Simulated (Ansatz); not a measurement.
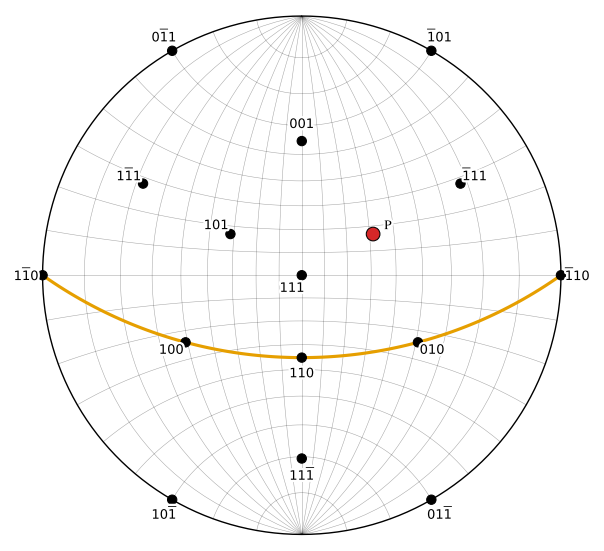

Stereographic projection of plane normals (upper hemisphere) centred on (1 1 1). Crystal: Si₆Mo, the end point of a relaxation with DFT PBE, scalar-relativistic, plane waves, PAW in Ansatz; the starting structure was generated, so it need not be a known form of this composition. Geometry calculated from the standardised cell; symmetry tolerance 0.002 Å.

a = 8.363 Å, b = 8.363 Å, c = 8.363 Å, α = 90.00°, β = 90.00°, γ = 90.00°.

> Index the pole marked P.

P is (0 1 1), 35.3° from the centre.

> Which zone does the coloured great circle trace?

The zone [0 0 1]: its poles satisfy l = 0.

> What is the angle between the normals of (0 1 0) and (0 −1 1), and what are their d_hkl = 1/|g|?

135.0°; d = 8.363 Å and 5.914 Å.
